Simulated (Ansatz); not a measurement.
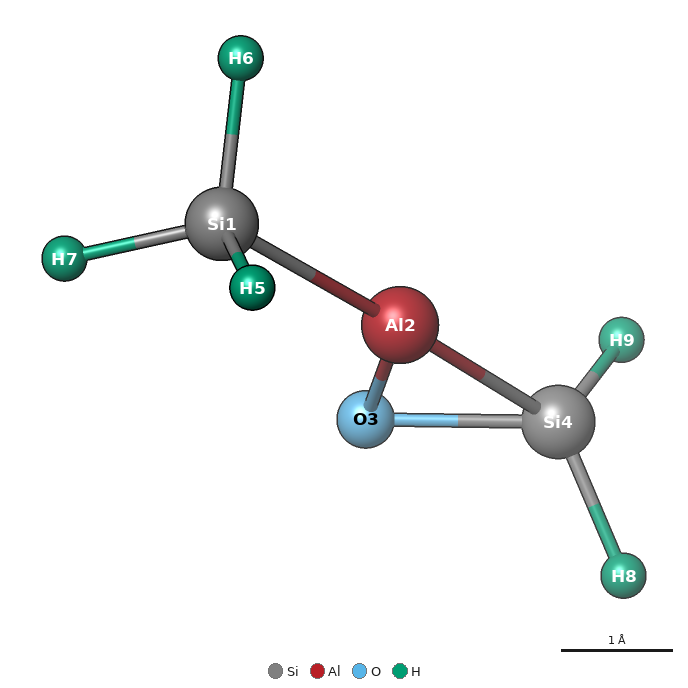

Orthographic view. Depth is shown by fading: the farther an atom, the more it takes the colour of the background. The geometry was computed by an optimisation with PBE-D4/def2-SVP. No frequency run is at hand to confirm it as a minimum.

Give the geometry as a Z-matrix, atoms in numerical order, with these reference atoms: 2 to 1; 3 to 2, 1; 4 to 3, 2, 1; 5 to 1, 2, 3; 6 to 1, 5, 2; 7 to 1, 5, 6; 8 to 4, 3, 2; 9 to 4, 8, 3.

```
Si 
Al   1   2.457
O    2   1.779   1   129.0
Si   3   1.740   2    82.1   1   179.3
H    1   1.507   2   109.5   3   124.8
H    1   1.507   5   108.2   2  -118.9
H    1   1.506   5   109.2   6  -118.6
H    4   1.508   3   113.8   2   118.1
H    4   1.508   8   107.8   3  -126.9
```
